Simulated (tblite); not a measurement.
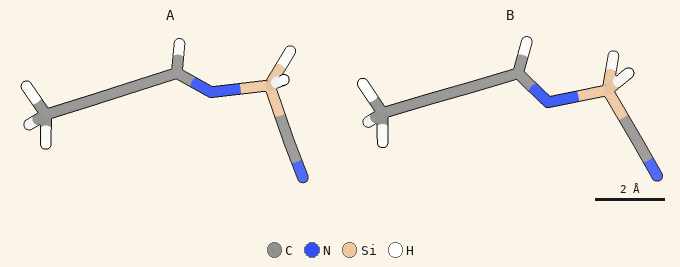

Two geometries of C₅H₆N₂Si, drawn at one scale. One is the start of a relaxation, the other its converged end. The picture is a stick view, seen face on.

Computed with tblite 0.8.0, GFN2-xTB geometry optimisation, gas phase. 

Which one is relaxed?

Answer. Structure A is the relaxed one. The atom that moves furthest after the best rigid fit is an H atom (0.55 Å). Largest moves by element: H 0.55 Å, N 0.42 Å, C 0.25 Å, Si 0.16 Å. Some distances before and after: N–Si 1.765 → 1.706 Å, C–C 1.456 → 1.409 Å, C–N 1.304 → 1.261 Å, C–N 1.182 → 1.145 Å. Among the angles between lasting bonds that change: C–N–Si 119.3° → 136.0°, N–Si–H 108.8° → 120.2°, C–C–N 113.7° → 121.8°. The energy falls by 10.8 kcal/mol in 67 geometry steps.
